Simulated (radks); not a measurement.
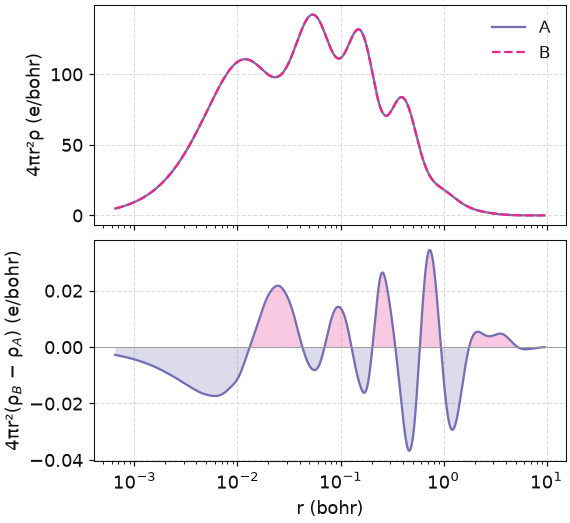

Atomic iridium (Ir) in [Xe] 4f14 5d7 6s2 (5d3/2: 4, 5d5/2: 3) was computed by two methods: AM05; LDA (Perdew-Wang). Both runs are Dirac and spherical. Computed with the in-house radial solver radks.

The plot shows both radial densities and the radial density of run B less that of run A; on the logarithmic r axis, areas aren't charges.

A is AM05 and B is LDA (Perdew-Wang).

> Where does the charge move between the methods?

B holds 0.023 electrons more than A where the difference is positive (most at r = 0.74 bohr) and as many fewer where it is negative (most at r = 0.47 bohr), out of 77 electrons.
